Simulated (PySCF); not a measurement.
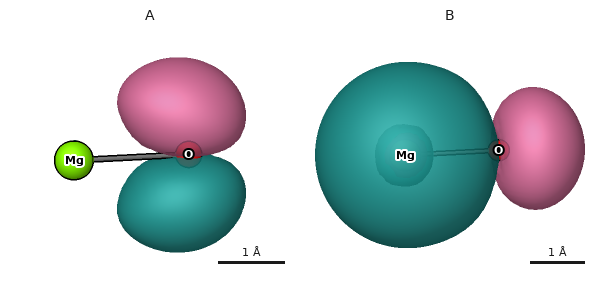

The picture shows: MgO (charge −1, doublet). Two frontier β-spin orbitals, each drawn at the value that holds 80 % of its norm (teal and pink are the two phases), in no order; of a degenerate pair one member is drawn.

The calculation used PySCF, PBE0/def2-SVPD, non-relativistic Hamiltonian with scalar-relativistic core potentials where named, at a bond length of 1.814 Å.

Question: Name the orbitals and rank them from lowest to highest energy.

Answer: Orbital B: σ, occupied in this spin, −0.74 eV; shared between the atoms (Mg 45 %, O 55 %).
Orbital A: π, occupied in this spin, −0.52 eV; mainly on O (85 %).
